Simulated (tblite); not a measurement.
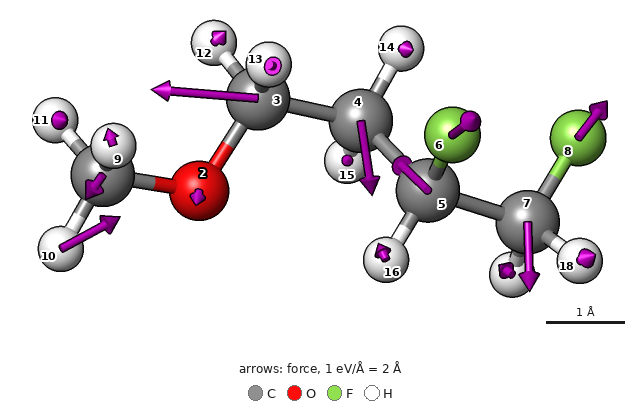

Starting geometry of C5H10F2O with the computed forces as purple arrows. The picture is a ball-and-stick view, seen at a tilt.

Computed with GFN2-xTB geometry optimisation, gas phase in tblite 0.8.0. 

Q: What follows when this structure is relaxed?

A: It isn't relaxed: the largest force vector, on a C atom, is 0.71 eV/Å. The final displacements have little in common with the starting forces (cosine between the two patterns 0.13). The atom that moves furthest after the best rigid fit is an F atom (0.30 Å). Largest moves by element: F 0.30 Å, H 0.23 Å, O 0.06 Å, C 0.05 Å. Near-neighbour distances that change, for instance: C–F 1.365 → 1.384 Å, C–H 1.100 → 1.088 Å, C–C 1.511 → 1.524 Å, C–C 1.536 → 1.525 Å. Bond angles that change, for instance: O–C–H 109.4° → 106.7°, H–C–H 108.5° → 110.7°. After 77 geometry steps the energy has fallen by 1.25 kcal/mol. The run took 0.71 s on 1 thread of Arm Neoverse N1 (shared host).
